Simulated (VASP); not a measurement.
Band structure of NiSb (space group P6_3/mmc). Computed with PBE GGA, VASP's PBE PAW potentials (set 64) (plane waves; VASP).

Unless said otherwise, spin-orbit coupling is left out, though it shifts the bands of the heavy elements here.

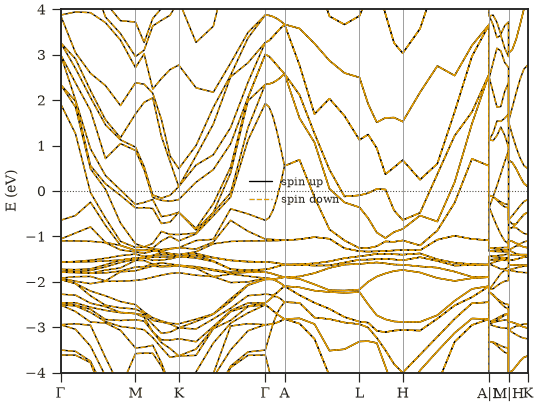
Figure. Bands along high-symmetry lines, zero at the valence-band maximum or, without a gap, the Fermi level

Task: Read the plot: is there a gap, and where are the band edges?

Result: It has no gap at this level: it comes out as a metal or semimetal.

The structure was generated: NiSb was put into an ordered model structure, which need not be its known phase. The cell was not relaxed at this level. The k-mesh is coarse (spacing up to 0.51 per Å, 2π included), so the numbers may not be converged in it. The run is one of a series of settings (NBANDS = 42 against the base run), some of them coarse on purpose.
